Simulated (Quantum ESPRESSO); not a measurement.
# Wannier-interpolated electron–phonon scattering in Pb (Fm-3m), part 5 of 5

Aim: the electron–phonon coupling and the phonon-limited resistivity of Pb (Fm-3m), by Wannier interpolation to fine meshes.

Quantum ESPRESSO 7.5; DFT LDA, scalar-relativistic, plane waves, PseudoDojo 0.4.1 norm-conserving pseudopotentials.

So far, coupling constant λ: step 8 (coupling and Tc: fine k 20×20×20, q 10×10×10, width 0.15 …) 1.05; step 10 (fine mesh 10×10×10, delta width 0.01 eV, window 0.4 eV) 8.31. Also resistivity at 300 K (μΩ cm): step 9 (resistivity: fine k 24×24×24, q 12×12×12, adaptive width …) 8.52; step 11 (fine q mesh 16×16×16, fine mesh 32×32×32) 8.94; step 12 (fine q mesh 20×20×20, fine mesh 40×40×40) 9.08.

### Step 13. Resistivity: fine k 48×48×48, q 24×24×24, adaptive width, window 0.32 eV

At these temperatures only states within a few k_B T of the Fermi level carry current, so the mesh must be dense; it is refined.

File bte-4.in:

```
--
 &inputepw
    prefix='x',
    outdir='./tmp',
    dvscf_dir='./save',
    elph=.true.,
    etf_mem=1,
    nbndsub=4,
    bands_skipped='exclude_bands = 1-5',
    use_ws=.true.,
    vme='wannier',
    asr_typ='crystal',
    nk1=12,
    nk2=12,
    nk3=12,
    nq1=4,
    nq2=4,
    nq3=4,
    amass(1)=207.2,
    epwwrite=.false.,
    epwread=.true.,
    wannierize=.false.,
    nkf1=48,
    nkf2=48,
    nkf3=48,
    nqf1=24,
    nqf2=24,
    nqf3=24,
    mp_mesh_k=.true.,
    scattering=.true.,
    iterative_bte=.true.,
    epmatkqread=.false.,
    assume_metal=.true.,
    int_mob=.false.,
    carrier=.false.,
    ngaussw=-99,
    mob_maxiter=200,
    broyden_beta=0.7,
    fsthick=0.32,
    degaussw=0.0,
    nstemp=6,
    temps=150 200 273 300 400 500,
    restart=.false.,
    selecqread=.false.,
 /
```

Command:

```bash
OMP_NUM_THREADS=1 mpirun -n 8 epw.x -nk 8 -in bte-4.in > bte-4.out
```

The log of the run:

```text
[the first part of the log is left out]
     =============================================================================================
     Start solving iterative Boltzmann Transport Equation
     =============================================================================================
     Iteration number:         1
     =============================================================================================
       Temp     Fermi        DOS        Population SR                 Conductivity
        [K]      [eV]    [states/Ry] [carriers per cell]               [Ohm.cm]^-1
     =============================================================================================
      150.000  11.7645   0.41711E+01   0.66623E-15    0.210940E+06    0.973674E-14   -0.108977E-12
                                       0.80491E-15    0.973674E-14    0.210940E+06   -0.430471E-12
                                      -0.15976E-14   -0.924745E-13    0.502025E-12    0.210940E+06
      200.000  11.7645   0.41370E+01   0.49968E-15    0.158661E+06   -0.163336E-13    0.330225E-13
                                       0.26923E-14   -0.847886E-13    0.158661E+06   -0.749932E-12
                                       0.17192E-14    0.704626E-14    0.508337E-12    0.158661E+06
      273.000  11.7647   0.38449E+01   0.96529E-19    0.113549E+06    0.647704E-14   -0.712860E-13
                                      -0.22204E-15    0.810692E-14    0.113549E+06    0.401379E-12
                                      -0.89246E-15   -0.327801E-13    0.209053E-12    0.113549E+06
      300.000  11.7648   0.36763E+01   0.29154E-15    0.102199E+06    0.292894E-13   -0.355785E-13
                                       0.51348E-15    0.162503E-13    0.102199E+06   -0.495663E-12
                                       0.11368E-15    0.962382E-13   -0.951201E-13    0.102199E+06
      400.000  11.7654   0.28273E+01  -0.27578E-16    0.738511E+05   -0.285954E-13    0.726882E-14
                                      -0.41633E-16   -0.822185E-14    0.738511E+05   -0.459285E-12
                                       0.88553E-16    0.456933E-14   -0.172629E-12    0.738511E+05
      500.000  11.7660   0.19263E+01   0.62655E-16    0.576196E+05   -0.823788E-14    0.346283E-13
                                       0.18735E-15    0.887587E-14    0.576196E+05    0.456513E-12
                                       0.72002E-15   -0.487087E-14    0.137056E-12    0.576196E+05
                                                      0.210940E+06    Max error
     [...]
     Iteration number:        27
     =============================================================================================
       Temp     Fermi        DOS        Population SR                 Conductivity
        [K]      [eV]    [states/Ry] [carriers per cell]               [Ohm.cm]^-1
     =============================================================================================
      150.000  11.7645   0.41711E+01   0.11974E-18    0.215638E+06    0.781837E-13    0.514684E-13
                                       0.48295E-14   -0.130897E-13    0.215638E+06    0.719438E-13
                                      -0.17884E-14    0.224338E-12   -0.787615E-12    0.215638E+06
      200.000  11.7645   0.41370E+01   0.16664E-15    0.162214E+06   -0.408951E-16    0.118371E-13
                                      -0.91593E-15   -0.107613E-12    0.162214E+06    0.104537E-12
                                       0.14312E-14   -0.549880E-13   -0.299674E-12    0.162214E+06
      273.000  11.7647   0.38449E+01   0.11095E-18    0.116099E+06    0.341807E-13    0.449470E-13
                                       0.55511E-16   -0.277548E-13    0.116099E+06    0.938631E-12
                                       0.13384E-14    0.430885E-15    0.325388E-12    0.116099E+06
      300.000  11.7648   0.36763E+01  -0.13740E-16    0.104494E+06    0.211360E-13   -0.165273E-13
                                       0.33307E-15    0.455842E-13    0.104494E+06    0.274254E-12
                                      -0.16644E-14    0.121484E-13   -0.615018E-13    0.104494E+06
      400.000  11.7654   0.28273E+01   0.19222E-18    0.755081E+05    0.162234E-13   -0.291983E-13
                                       0.90206E-15   -0.170526E-14    0.755081E+05   -0.538502E-13
                                      -0.25938E-16   -0.309810E-13    0.625161E-14    0.755081E+05
      500.000  11.7660   0.19263E+01  -0.76108E-16    0.589086E+05   -0.343183E-13    0.148162E-13
                                       0.67307E-15   -0.277988E-13    0.589086E+05    0.136904E-12
                                      -0.53667E-16   -0.202772E-13    0.374867E-12    0.589086E+05
                                                      0.457454E-06    Max error
```

Elapsed: 48 min, on 8 MPI ranks of Arm Neoverse N1, shared host; 6.4 h of CPU time.

Numbers from this step:

| Quantity | Value |
| --- | --- |
| iterations | 27 |
| resistivity at 300 K | 9.570 μΩ cm |

Resistivity, by row:

| T (K) | rho_xx (μΩ cm) | rho_yy | rho_zz | relaxation-time approximation, mean of the axes (μΩ cm) |
| --- | --- | --- | --- | --- |
| 150 | 4.637 | 4.637 | 4.637 | 5.382 |
| 200 | 6.165 | 6.165 | 6.165 | 7.159 |
| 273 | 8.613 | 8.613 | 8.613 | 10.01 |
| 300 | 9.57 | 9.57 | 9.57 | 11.12 |
| 400 | 13.24 | 13.24 | 13.24 | 15.39 |
| 500 | 16.98 | 16.98 | 16.98 | 19.72 |

ρ(300 K) = 9.57 μΩ cm, against 9.08 before (+5 %); the relaxation-time start gave 11.1. The largest adaptive width printed is 0.30 eV, against a window of 0.32 eV outside which no state is counted.

### Step 14. Summary of results

```yaml
wannier_functions_band_error: 4 functions; 8 meV r.m.s.
coupling_constant_lambda_fine_k_20x20x20_q_10x10x10_width_0p15_ev_window_0p61_ev: 1.05
omega_log: 5.78 meV
tc_at_mu_star_0p13_allen_dynes: 4.6 K
resistivity_at_300_k_24x24x24: 8.52 μΩ cm
resistivity_at_300_k_32x32x32: 8.94 μΩ cm
resistivity_at_300_k_40x40x40: 9.08 μΩ cm
resistivity_at_300_k_48x48x48: 9.57 μΩ cm
```

Step 7: No branch goes imaginary on this path. Step 8: Twice the integral of α²F/ω over this curve gives λ = 1.1, half of it from below 5.84 meV. Step 8: Distinct peaks of the a2F stand at 5.40 and 8.83 meV; the one at 8.83 meV is strongest. On the finest meshes run, Pb (Fm-3m) has λ = 1.1 and a phonon-limited resistivity of 9.57 μΩ cm at 300 K. The last refinement of the mesh moved the resistivity by 5 %, so it is not converged, and no rank of the meshes against a measured value means much. On the finest mesh the adaptive width still reaches 0.30 eV against a window of 0.32 eV; the window, which cuts off final states, was not widened. The Eliashberg Tc is interpolated in log T between temperatures a factor of two apart, and its μ* acts up to a cut-off of 0.3 eV, so it weighs less than the same number in Allen and Dynes's formula. The relaxed volume lies -4.3 % from the database entry, which shifts the phonons and with them λ and ρ. λ rests on one fine mesh and one width. Between 150 and 500 K the resistivity rises by a factor of 3.66, against 3.33 for a straight line through the origin. The rows at 150 and 200 K moved by more than 10 % in the last refinement. The Sommerfeld coefficient follows from γ = (π²/3) k_B² N(E_F)(1 + λ), with twice the density of states a spin that EPW reads on the fine mesh at this width. Spin–orbit coupling is left out, though Pb is heavy. The q mesh of ph.x (4×4×4), the k mesh and smearing of the ground state (16×16×16) and EPW's coarse k mesh (12×12×12) were not varied. Only scattering by harmonic phonons counts; impurities, grain boundaries and thermal expansion are left out, and μ* is typed.

Comparison with the measured values:

| quantity | measured | 32×32×32 | 40×40×40 | 48×48×48 | k 20×20×20, 0.15 eV | Allen–Dynes | Eliashberg |
| --- | --- | --- | --- | --- | --- | --- | --- |
| resistivity at 300 K (computed: phonon part alone) (μΩ cm) | 21.3 | 8.94 (-58.0 %) | 9.08 (-57.4 %) | 9.57 (-55.1 %) | - | - | - |
| resistivity at 500 K (computed: phonon part alone) (μΩ cm) | 38.3 | 15.59 (-59.3 %) | 16.84 (-56.0 %) | 16.98 (-55.7 %) | - | - | - |
| Sommerfeld coefficient γ (per mole of Pb) (mJ/(mol K²)) | 2.98 | - | - | - | 2.67 (-10.3 %) | - | - |
| superconducting transition temperature (μ* = 0.13) (kelvin) | 7.19 | - | - | - | - | 4.63 (-35.6 %) | 5.63 (-21.6 %) |

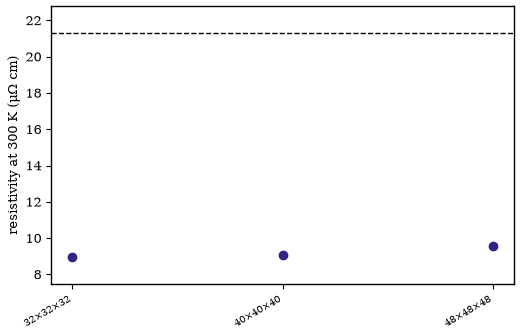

The resistivity at 300 K by level; the dashed line is the measured value.

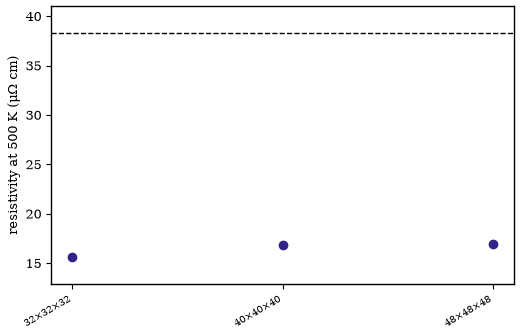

The resistivity at 500 K by level; the dashed line is the measured value.

Measured values from CRC Press, section 12, read from Wikipedia's data page (2003), C. Kittel, read from Wikipedia's page on electronic specific heat (2005) and Wikipedia's table of superconducting elements, as read in December (2026).

**Verdict.** For the resistivity at 300 K, of the levels listed nearest comes 48×48×48 (-55.1 %, a clear miss) and farthest 32×32×32 (-58.0 %, a clear miss). For the resistivity at 500 K, of the levels listed nearest comes 48×48×48 (-55.7 %, a clear miss) and farthest 32×32×32 (-59.3 %, a clear miss). The Sommerfeld coefficient γ is off by -10.3 %: fair agreement. For the superconducting transition temperature, of the levels listed nearest comes Eliashberg (-21.6 %, a clear miss) and farthest Allen–Dynes (-35.6 %, a clear miss). Limits of convergence are named above.

[The logs of pw.x and epw.x are selected lines.]

[Logs are printed without paths, hosts, clocks, repeated set-up lines and the standing remarks that a program may print on its own settings, such as how far it seeks lower states.]

[Hosts, paths, dates, database ids (printed as entryN), source tags and the programs' standing remarks are cut or masked in the printed files.]
